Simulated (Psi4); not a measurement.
# SnH2F (SMILES [F][SnH2]) at 4 levels

We compute a comparison of 4 runs (UHF/def2-SVP, UHF/def2-SVPD, UM11-D3(BJ)+ATM/def2-SV(P), UMN12-SX/3-21G) of SnH2F. 

Program for the calculation: Psi4 1.11.

4 further runs of the same task are left out: 3 that didn't finish, 1 set aside as unsound or not needed.

## 1. The structure to begin with

SnH2F has 4 atoms, charge 0, and is taken as a doublet. As SMILES, `[F][SnH2]`. The coordinates come from a PBE0-D4/def2-TZVP relaxation.

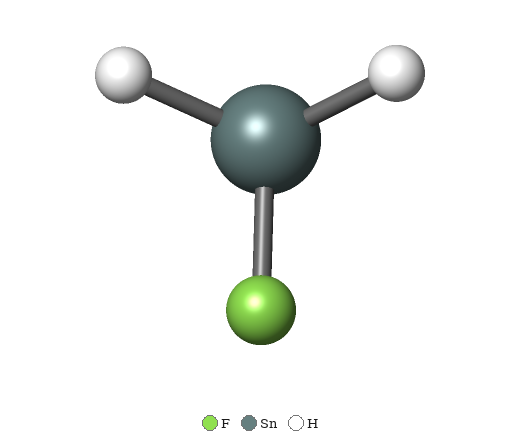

The structure, seen from a chosen angle (fluorine green, tin teal, hydrogen white).

## 2. A single-point energy at UHF/def2-SVP (core potential) (run 1)

File job.inp:

```
memory 1600 MB

molecule {
  0 2
  F     -2.93398878    -0.35904796     1.21074753
  Sn     0.05347925    -0.45769167    -0.88495874
  H      2.23762470    -1.99252723     0.99040546
  H      0.74776463     2.69512740    -1.35436671
  units au
  symmetry c1
  no_reorient
  no_com
}

set reference uhf
set puream true
set e_convergence 1e-09
set d_convergence 1e-08
set scf_type pk
set maxiter 200

result, w = energy("scf/def2-SVP", return_wfn=True)
print_variables()
```

Command:

```sh
$ psi4 -i job.inp -o job.out -n 1
```

job.out:

```text
[...]
    !!!  WARNING: ECP capability is in beta. Please check occupations closely.  !!!
[...]
  Running in c1 symmetry.
[...]
  Nuclear repulsion =   71.224961432234309
[...]
  Multiplicity = 2
[...]
  Nalpha       = 17
  Nbeta        = 16
[...]
    Number of basis functions: 50
[...]
   @UHF iter   1:  -313.78463552777356   -2.08035e+00   7.93708e-03 ADIIS/DIIS
[...]
   @UHF iter  14:  -313.84825062063368   -2.72848e-12   8.32977e-09 DIIS
[...]
   @S^2 Observed:                7.551027885E-01
[...]
    Orbital Energies [Eh]
    ---------------------
    Alpha Occupied:
       1A    -26.211931     2A     -5.897685     3A     -4.089447
       4A     -4.085612     5A     -4.082378     6A     -1.483946
       7A     -1.353969     8A     -1.353463     9A     -1.348982
      10A     -1.348501    11A     -1.337367    12A     -0.696758
      13A     -0.592352    14A     -0.587476    15A     -0.555548
      16A     -0.473131    17A     -0.346400
    Alpha Virtual:
      18A      0.080632    19A      0.135404    20A      0.150527
      21A      0.263401    22A      0.328944    23A      0.330720
      24A      0.417053    25A      0.485902    26A      0.500015
[...]
  @UHF Final Energy:  -313.84825062063368
   => Energetics <=
    Nuclear Repulsion Energy =             71.2249614322343092
    One-Electron Energy =                -658.9592604791799886
    Two-Electron Energy =                 273.8860484263120156
    Total Energy =                       -313.8482506206336780
  UHF NO Occupations:
  HONO-2 :   15  A 1.9993972
  HONO-1 :   16  A 1.9984011
[...]
 Multipole Moments:
 ------------------------------------------------------------------------------------
     Multipole            Electronic (a.u.)      Nuclear  (a.u.)        Total (a.u.)
 ------------------------------------------------------------------------------------
 L = 1.  Multiply by 2.5417464519 to convert [e a0] to [Debye]
 Dipole X            :         23.1680042          -22.2439662            0.9240380
 Dipole Y            :         12.4587710          -12.5980482           -0.1392772
 Dipole Z            :          8.0705190           -8.9363258           -0.8658067
 Magnitude           :                                                    1.2739175
[...]
```

Run time: 1.6 s. Hardware: 1 thread of Intel Xeon 6975P-C (Granite Rapids), shared host; peak memory 0.2 GiB.

## 3. A single-point energy at UHF/def2-SVPD (density fitting, core potential) (run 2)

File input.json:

```json
{
 "schema_name": "qcschema_input",
 "schema_version": 1,
 "molecule": {
  "schema_name": "qcschema_molecule",
  "schema_version": 2,
  "symbols": ["F", "Sn", "H", "H"],
  "geometry": [-2.93398878, -0.35904796, 1.21074753, 0.05347925, -0.45769167, -0.88495874, 2.2376247, -1.99252723, 0.99040546, 0.74776463, 2.6951274, -1.35436671],
  "molecular_charge": 0,
  "molecular_multiplicity": 2
 },
 "driver": "energy",
 "model": {
  "method": "hf",
  "basis": "def2-SVPD"
 },
 "keywords": {
  "reference": "uhf",
  "scf_type": "mem_df"
 }
}
```

Command:

```sh
$ psi4 --qcschema input.json -n 1 --memory 1600MB
```

stdout:

```text
[...]
    !!!  WARNING: ECP capability is in beta. Please check occupations closely.  !!!
[...]
  Running in c1 symmetry.
[...]
  Nuclear repulsion =   71.224961432234309
[...]
  Multiplicity = 2
[...]
  Nalpha       = 17
  Nbeta        = 16
[...]
    Number of basis functions: 71
[...]
   @DF-UHF iter   1:  -313.77903868142266   -1.70698e+00   6.35851e-03 ADIIS/DIIS
[...]
   @DF-UHF iter   9:  -313.86171191837849   -7.40352e-08   8.11432e-07 DIIS
[...]
   @S^2 Observed:                7.558921791E-01
[...]
    Orbital Energies [Eh]
    ---------------------
    Alpha Occupied:
       1A    -26.232859     2A     -5.902339     3A     -4.093961
       4A     -4.090279     5A     -4.086884     6A     -1.496764
       7A     -1.358237     8A     -1.357659     9A     -1.353119
      10A     -1.352730    11A     -1.343012    12A     -0.703694
      13A     -0.603601    14A     -0.599824    15A     -0.566971
      16A     -0.475985    17A     -0.349667
    Alpha Virtual:
      18A      0.060602    19A      0.065330    20A      0.098814
      21A      0.117396    22A      0.151278    23A      0.152787
      24A      0.154784    25A      0.196945    26A      0.217851
[...]
  @DF-UHF Final Energy:  -313.86171191837849
   => Energetics <=
    Nuclear Repulsion Energy =             71.2249614322343092
    One-Electron Energy =                -658.7392541360475207
    Two-Electron Energy =                 273.6525807854347363
    Total Energy =                       -313.8617119183784894
  UHF NO Occupations:
  HONO-2 :   15  A 1.9991943
  HONO-1 :   16  A 1.9982139
[...]
 Multipole Moments:
 ------------------------------------------------------------------------------------
     Multipole            Electronic (a.u.)      Nuclear  (a.u.)        Total (a.u.)
 ------------------------------------------------------------------------------------
 L = 1.  Multiply by 2.5417464519 to convert [e a0] to [Debye]
 Dipole X            :         12.3283077          -11.3966557            0.9316520
 Dipole Y            :         -1.7931911            1.6850365           -0.1081546
 Dipole Z            :        -11.4199606           10.6115280           -0.8084326
 Magnitude           :                                                    1.2382391
[...]
```

The result, in JSON:

```text
{
 "driver": "energy",
 "model": {
  "method": "hf",
  "basis": "def2-SVPD"
 },
 "success": true,
 "return_result": -313.8617119183785,
 "properties": {
  "calcinfo_nbasis": 71,
  "calcinfo_nmo": 71,
  "calcinfo_nalpha": 17,
  "calcinfo_nbeta": 16,
  "calcinfo_natom": 4,
  "nuclear_repulsion_energy": 71.22496143223431,
  "return_energy": -313.8617119183785,
  "scf_one_electron_energy": -658.7392541360475,
  "scf_two_electron_energy": 273.65258078543474,
  "scf_dipole_moment": [0.9316519991045737, -0.10815460256954301, -0.8084325776784098],
  "scf_total_energy": -313.8617119183785,
  "scf_iterations": 9
 }
}
```

It took 2 s on 1 thread of Intel Xeon 6975P-C (Granite Rapids), shared host; peak memory 0.2 GiB.

Run 3 isn't shown in full; the table further down has it.

## 4. A single-point energy at UMN12-SX/3-21G (run 4)

File job.in:

```
memory 1600 mb

molecule {
  0 2
  F     -2.93398878    -0.35904796     1.21074753
  Sn     0.05347925    -0.45769167    -0.88495874
  H      2.23762470    -1.99252723     0.99040546
  H      0.74776463     2.69512740    -1.35436671
  units au
}

set basis 3-21G
set reference uks
set scf_type pk
set scf_initial_accelerator ediis
set s_orthogonalization partialcholesky
set damping_percentage 10
set maxiter 100

energy_value, wavefunction = energy("mn12-sx", return_wfn=True)
```

Command:

```sh
$ psi4 job.in job.out -n 1
```

job.out:

```text
[...]
  Running in c1 symmetry.
[...]
  Nuclear repulsion =  157.420770981472657
[...]
  Multiplicity = 2
[...]
  Nalpha       = 31
  Nbeta        = 30
[...]
    Number of basis functions: 46
[...]
   @UKS iter   1: -6096.16657230969849   -4.36595e+00   1.56246e-02 DIIS/EDIIS
[...]
   @UKS iter  14: -6096.37844741106528    8.90130e-07   4.78480e-09 DIIS/DAMP=10%
[...]
   @S^2 Observed:                7.532901476E-01
[...]
    Orbital Energies [Eh]
    ---------------------
    Alpha Occupied:
       1A   -1028.074831     2A   -151.068245     3A   -140.533166
       4A   -140.532761     5A   -140.532266     6A    -29.342987
       7A    -25.017177     8A    -24.927332     9A    -24.926257
      10A    -24.925137    11A    -17.451368    12A    -17.450528
      13A    -17.450053    14A    -17.449209    15A    -17.449107
      16A     -4.820590    17A     -3.338291    18A     -3.336700
      19A     -3.335347    20A     -1.177719    21A     -1.090013
      22A     -1.087964    23A     -1.086229    24A     -1.084976
      25A     -1.064794    26A     -0.493423    27A     -0.377420
      28A     -0.375996    29A     -0.358975    30A     -0.324833
      31A     -0.204175
[...]
  @UKS Final Energy: -6096.37844741106528
   => Energetics <=
    Nuclear Repulsion Energy =            157.4207709814726570
    One-Electron Energy =               -8726.5089809215096466
    Two-Electron Energy =                2600.2248094682931878
    DFT Exchange-Correlation Energy =    -127.5150469393221471
    Empirical Dispersion Energy =           0.0000000000000000
    VV10 Nonlocal Energy =                  0.0000000000000000
    Total Energy =                      -6096.3784474110661904
[...]
 Multipole Moments:
 ------------------------------------------------------------------------------------
     Multipole            Electronic (a.u.)      Nuclear  (a.u.)        Total (a.u.)
 ------------------------------------------------------------------------------------
 L = 1.  Multiply by 2.5417464519 to convert [e a0] to [Debye]
 Dipole X            :          1.3475519           -0.6954581            0.6520938
 Dipole Y            :         -1.0469140            0.9886506           -0.0582634
 Dipole Z            :         -2.9497501            2.4187411           -0.5310090
 Magnitude           :                                                    0.8429659
[...]
```

It took 4.8 s on 1 thread of Intel Xeon 6975P-C (Granite Rapids), shared host; peak memory 0.4 GiB.

## 5. The series

| run | level | integrals | integral approximation | energy (Eh) | dipole moment (D) | HOMO energy (eV) | LUMO energy (eV) | wall time |
| --- | --- | --- | --- | --- | --- | --- | --- | --- |
| 1 | UHF/def2-SVP (core potential) | pk | none | -313.848251 | 3.24 | -9.43 | -0.02 | 1.6 s |
| 2 | UHF/def2-SVPD (density fitting, core potential) | mem_df | program's default | -313.861712 | 3.15 | -9.51 | -0.12 | 2 s |
| 3 | UM11-D3(BJ)+ATM/def2-SV(P) (density fitting, core potential) | df | program's default | -315.044580 | 2.73 | -8.87 | -1.88 | 7.2 s |
| 4 | UMN12-SX/3-21G | pk | none | -6096.378447 | 2.14 | -5.56 | -4.62 | 4.8 s |

## 6. Summary of results

```
                                 quantity           value
                      run 4: total energy  -6096.37845 Eh
                     run 4: dipole moment          2.14 D
run 4: HOMO energy (highest over α and β)        -5.56 eV
 run 4: LUMO energy (lowest over α and β)        -4.62 eV
                              run 4: ⟨S²⟩           0.753
```

The dipole moment (its size) runs from 2.14 D (UMN12-SX/3-21G) to 3.24 D (UHF/def2-SVP). The two ends differ in method and basis and core potential. Totals of different functionals can't be ranked against each other. Some runs of one species differ in core potentials or relativity; totals across that change don't compare. In run 4 relativity is left out where basis or elements ask for it. All runs together took 16 s, the longest 7.2 s.
